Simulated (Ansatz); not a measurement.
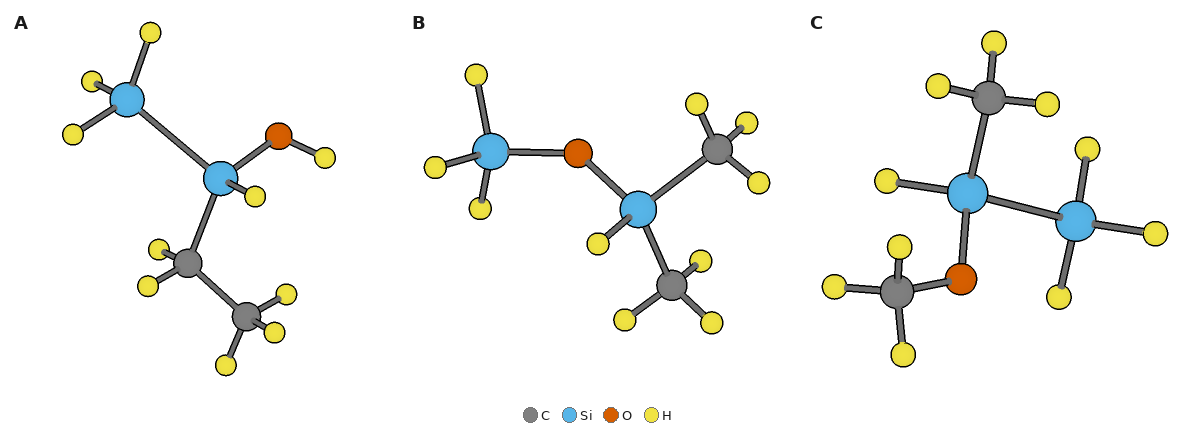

Figure made from data computed with Ansatz.

Q: Match each picture to its SMILES.
(1) CC[Si@@H](O)[SiH3]
(2) CO[Si@@H](C)[SiH3]
(3) C[SiH](C)O[SiH3]

A: A is (1), B is (3), C is (2).
